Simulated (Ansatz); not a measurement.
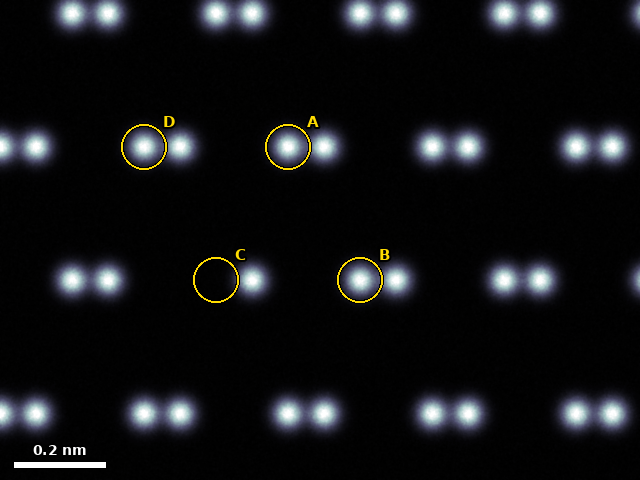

Z-contrast image of Sn (I4_1/amd, No. 141) along [100]. Simulation: incoherent imaging, intensity Z^1.6 per atom, probe width 0.50 Å, thin sample. Shot noise was added.

The sample is 1 repeat (5.8 Å) thick. One point defect was put into the perfect crystal, without relaxing the atoms around it. Brightness is counted from the darkest point of the image. Host structure: a calculation's starting geometry.

Q: Which ringed column holds the defect, and does it scatter more or less than its equals?

C; it scatters less. The column holds 1 atom (Sn) through the sample, and one Sn atom is missing, so its peak vanishes.
